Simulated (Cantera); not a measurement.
A closed system holds: 1 mol Fe2O3, 0.47 mol SO2, 0.11 mol CO2, 0.23 mol O2, at 1 atm.

Cantera equilibrium calculation (NASA polynomials, part measured and part estimated; ideal gas, pure solids and liquids). Candidate condensed phases: C, Fe, Fe(CO)5, FeO, FeS, FeSO4, FeS2, Fe2O3, Fe2(SO4)3, Fe3O4, S; 25 gas species. Kinetics and transport are ignored.

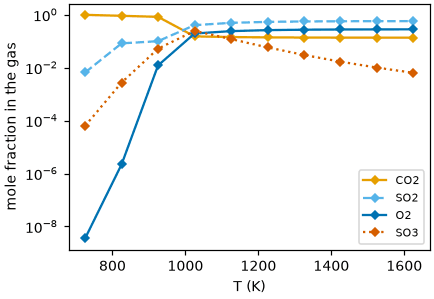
Equilibrium gas composition (values under 1e-9 drawn at 1e-9)

Q: Read off the mole fractions at 1325 K.

A: SO2 about 0.56, O2 about 0.27, CO2 about 0.14, SO3 about 0.030.
